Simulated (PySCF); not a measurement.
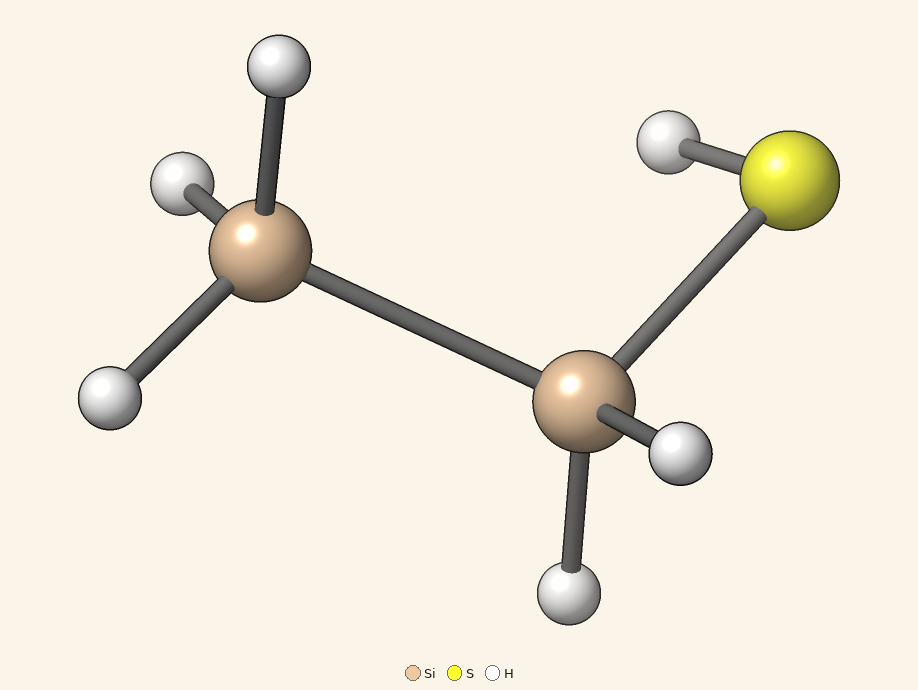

The geometry was computed by an optimisation with PBE0-D3(BJ)/def2-SVP. No frequency run is at hand to confirm it as a minimum. Program: PySCF 2.14.0.

Compare HOMO energy (eV), dipole (D), HOMO–LUMO gap (eV) at these levels: CAM-B3LYP/def2-SVPD; CAM-B3LYP/def2-SVPD in cyclohexane (IEF-PCM); CAM-B3LYP/def2-SVPD in dichloromethane (IEF-PCM); PBE0/pcSseg-1 in cyclohexane (IEF-PCM); PBE0/pcSseg-1 in dichloromethane (IEF-PCM).

```
                                           level  HOMO energy (eV)  dipole (D)  HOMO–LUMO gap (eV)
                             CAM-B3LYP/def2-SVPD             −8.60        1.17                9.07
    CAM-B3LYP/def2-SVPD in cyclohexane (IEF-PCM)             −8.56        1.35                9.11
CAM-B3LYP/def2-SVPD in dichloromethane (IEF-PCM)             −8.54        1.60                9.16
          PBE0/pcSseg-1 in cyclohexane (IEF-PCM)             −7.31        1.58                7.03
      PBE0/pcSseg-1 in dichloromethane (IEF-PCM)             −7.30        1.84                7.11
```
